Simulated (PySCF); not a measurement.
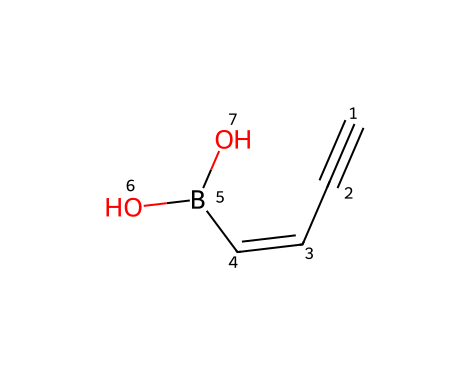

Skeletal drawing with numbered atoms; wedges and dashes mark any stereocentres. The configuration is that of a computed structure (PBE0-D3(BJ)/def2-SVP).

What are the Cahn–Ingold–Prelog descriptors?

C3=C4: Z.

Write the isomeric SMILES.

C#C/C=C\B(O)O
